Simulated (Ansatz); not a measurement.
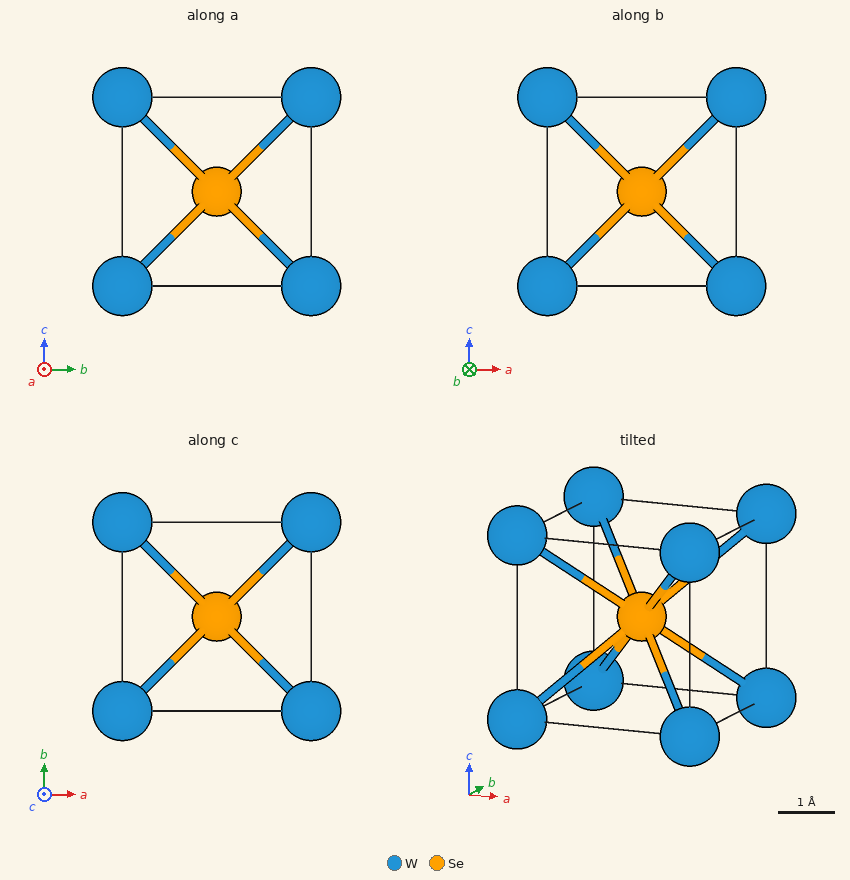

An orthographic ball-and-stick view of the structure, along the a axis, along the b axis, along the c axis and slightly off an axis. One conventional unit cell is outlined, and atoms on its boundary appear in each equivalent place.

Lattice parameters: a = 3.3966 Å, b = 3.3966 Å, c = 3.3966 Å, α = 90.000°, β = 90.000°, γ = 90.000°.

> Give the atomic positions as a CIF in P1 with every atom of the cell.

```cif
data_structure
_symmetry_space_group_name_H-M 'P 1'
_symmetry_Int_Tables_number 1
_cell_length_a 3.3966
_cell_length_b 3.3966
_cell_length_c 3.3966
_cell_angle_alpha 90.000
_cell_angle_beta 90.000
_cell_angle_gamma 90.000
_cell_volume 39.19
loop_
_atom_site_label
_atom_site_type_symbol
_atom_site_fract_x
_atom_site_fract_y
_atom_site_fract_z
_atom_site_occupancy
W1 W 0.0000 0.0000 0.0000 1
Se1 Se 0.5000 0.5000 0.5000 1
```

Provenance: a structure type filled with these elements by a generator (whether the compound takes this form wasn't checked). Earlier steps of the study, as a rule a relaxation of our own, may have changed the cell and positions, so they can lie some per cent off the listed ones. Ansatz was used for an electronic-structure calculation on it.

At this level of theory the run's own cell isn't at rest (stretched, at -31 GPa), so its distances can differ from those at equilibrium, the more so the softer the solid.
